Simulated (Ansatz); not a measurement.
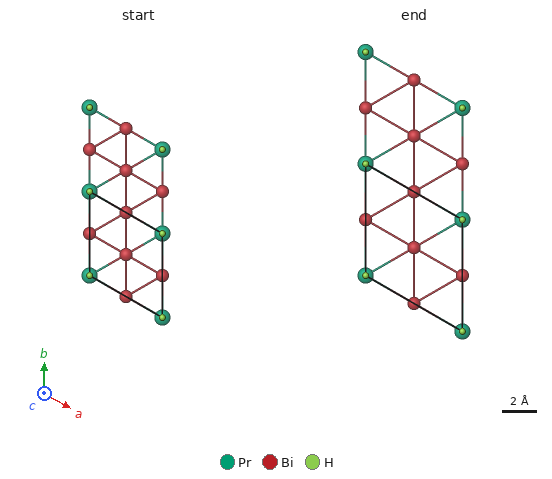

The structure of a crystal of PrBi$_{3}$H (a generated structure, set up in P6/mmm) (coarse preliminary run) before (left) and after (right) a relaxation, at one scale.

A ball-and-stick model of the cell of the calculation, repeated 1 × 2 × 1 with one cell outlined, seen along the c axis.

Computed with DFT PBE, scalar-relativistic, plane waves, PAW; 4f electrons in the core of a trivalent norm-conserving potential in Ansatz 0.2.0. Settings: plane-wave cutoff 660 eV; k-point mesh 6 × 6 × 4; occupations gaussian; smearing width 0.1 eV; no spin polarisation; cell and atoms relaxed; force threshold 0.04 eV/Å; at most 70 steps.

Question: What changed between the two?

Answer: After 14 accepted moves (16 points after the start) the energy has fallen by 25.034 eV per cell of the calculation. All forces vanish by symmetry, so only the cell relaxes. The pressure goes from 73.46 to 0.27 GPa. The SCF was repeated twice at an unchanged geometry on a basis and grid sized afresh for the cell, which shifted the energy by 0.140 eV per cell of the calculation at most. The atoms keep their places relative to the cell (all moves are under 0.005 Å). Cell: a = b 5.024 → 6.681 Å (+33.0 %), c 7.344 → 4.292 Å (−41.6 %). Volume +3.3 %. Some distances before and after: H–Pr 3.672 → 2.146 Å, Bi–Bi 2.512 → 3.340 Å, Bi–Pr 2.512 → 3.340 Å. New bonds form, among them: H–Pr (3.67 → 2.15 Å). The space group stays P6/mmm (No. 191).
